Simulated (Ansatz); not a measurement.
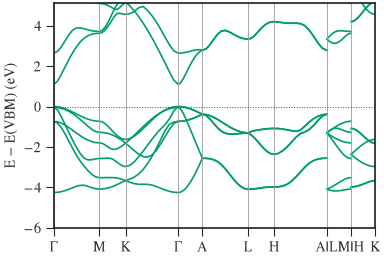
Fig. 1. Band structure from r²SCAN in the plane-wave PAW code Ansatz

### Question
Read off the gap and where the band edges lie.

### Answer
About 1.1 eV (1.10 eV by a search for the band edges); maximum at Γ, minimum at Γ.

The material is CdSe (wurtzite, P6_3mc).

Symmetry was held in the r²SCAN relaxation. Scalar-relativistic: spin–orbit coupling is off unless named, which matters more the heavier the elements.

Potentials: the earlier of the program's two PAW sets.
